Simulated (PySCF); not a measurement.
C3H14OSi3, SMILES C[Si](C)(C)[SiH2]O[SiH3], singlet at its GFN2-xTB optimised geometry (Å):

```
21

C      2.7941    -0.6799     0.0000
Si     0.8812    -0.6799     0.0000
C      0.3060    -1.4506    -1.6587
C      0.2973     1.1465     0.0000
Si     0.0538    -1.8459     1.8283
O     -1.5688    -1.6723     1.8491
Si    -3.0289    -1.0875     1.4978
H      3.1892    -1.6899    -0.0540
H      3.1908    -0.1294    -0.8478
H      3.1926    -0.2228     0.9007
H      0.6551    -2.4746    -1.7598
H      0.6742    -0.8945    -2.5170
H     -0.7787    -1.4697    -1.7214
H      0.6478     1.6899    -0.8740
H     -0.7881     1.2025     0.0088
H      0.6570     1.6756     0.8784
H      0.4729    -1.3663     3.1532
H      0.2235    -3.3052     1.8148
H     -3.9741    -1.9606     2.1867
H     -3.1926    -1.1346     0.0427
H     -3.0889     0.2930     1.9786
```

Method: PBE/def2-SVP (PySCF). Cells within 0.4 Å of a nucleus heavier than hydrogen are left out (blank, or x).

Map of the electron localisation function on the plane z = 0.0 Å:

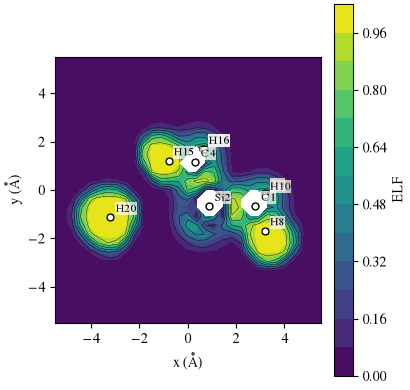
Figure: Electron localisation function on the plane z = 0.0 Å.
